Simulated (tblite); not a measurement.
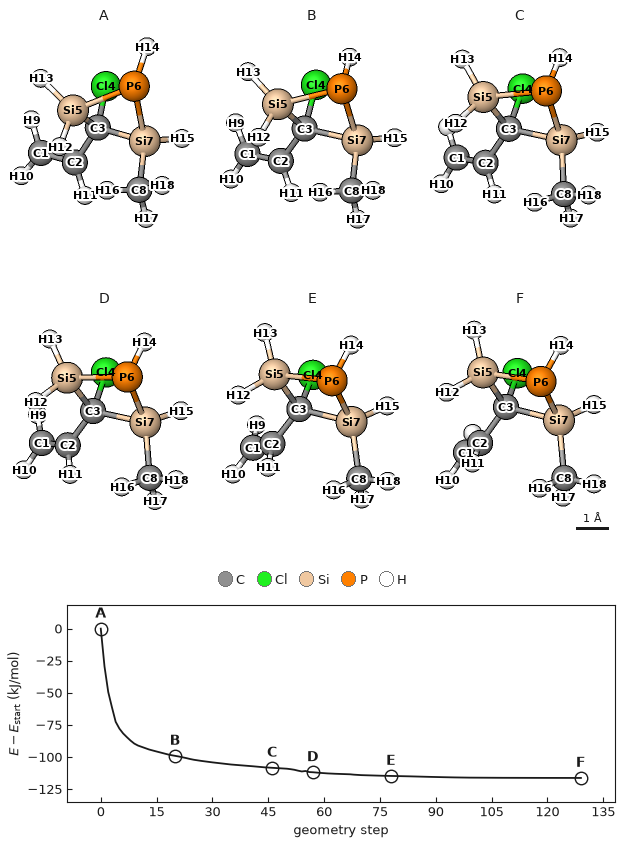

Frames of a relaxation of C₄H₁₀ClPSi₂, marked on the history of the run. Style: ball-and-stick. Shown from a free direction.

Level of theory: GFN2-xTB geometry optimisation, gas phase in tblite 0.8.0. 

Describe the path.

Answer. Over 129 geometry steps the energy falls by 116.2 kJ/mol. The largest move after the best rigid fit is that of H11, 1.57 Å. By element the largest moves are H 1.57 Å, P 0.77 Å, Si 0.70 Å, C 0.62 Å, Cl 0.19 Å. Near-neighbour distances that change, for instance: Si5–Si7 2.566 → 2.918 Å, C3–Si7 1.845 → 1.955 Å, C3–Si5 1.866 → 1.947 Å, P6–H14 1.453 → 1.382 Å. Bond angles that change, for instance: Si5–P6–H14 114.5° → 95.6°, Si7–P6–H14 113.2° → 95.5°, C1–C2–C3 117.4° → 128.1°. Groups turn about C2–C3 by about 50°, C3–Si7 by about 30°, C3–Si5 by about 30°. Cost: 2.7 s on 1 thread of Arm Neoverse N1, with other jobs on the host. From step 0 to 20: H12 moves most (0.43 Å), energy −99.0 kJ/mol. From step 20 to 46: H12 moves most (0.57 Å), energy −9.28 kJ/mol. From step 46 to 57: H11 moves most (0.42 Å), energy −3.49 kJ/mol. From step 57 to 78: H11 moves most (0.53 Å), energy −2.86 kJ/mol. From step 78 to 129: H9 moves most (0.39 Å), energy −1.57 kJ/mol.

```tsv
step	E − E(0), kJ/mol
0	0.00
1	-29.45
2	-49.31
3	-61.24
4	-72.53
5	-77.82
6	-81.57
7	-84.45
8	-87.16
9	-89.49
10	-91.02
16	-96.41
23	-100.80
29	-103.78
35	-105.78
41	-107.19
48	-108.65
54	-111.19
60	-112.53
66	-113.26
73	-114.34
79	-114.74
85	-115.14
91	-115.59
98	-115.97
104	-116.08
110	-116.16
116	-116.19
123	-116.22
129	-116.24
```
